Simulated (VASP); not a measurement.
Band structure of Ge2Pt (relaxed from the C54 structure, space group Fddd). These are PBEsol GGA, VASP's PBE PAW potentials (set 64) (plane waves; VASP) values and carry that method's errors.

Unless said otherwise, spin-orbit coupling is left out, though it shifts the bands of the heavy elements here.

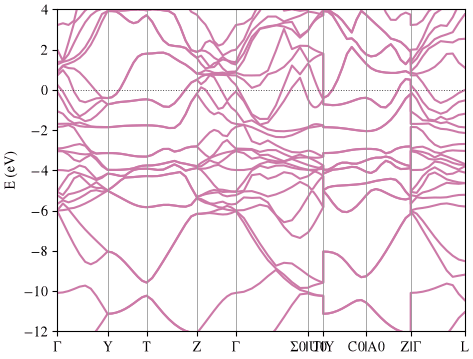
Fig. 1. Bands along high-symmetry lines, zero at the valence-band maximum or, without a gap, the Fermi level

**Question.** Read the plot: is there a gap, and where are the band edges?

**Answer.** It has no gap at this level: it comes out as a metal or semimetal. (Edges off the drawn lines would not show.)

The structure was generated: Ge2Pt was put into the C54 type (Fddd), which need not be its known phase. It was relaxed first, which changed the volume by +17 %.
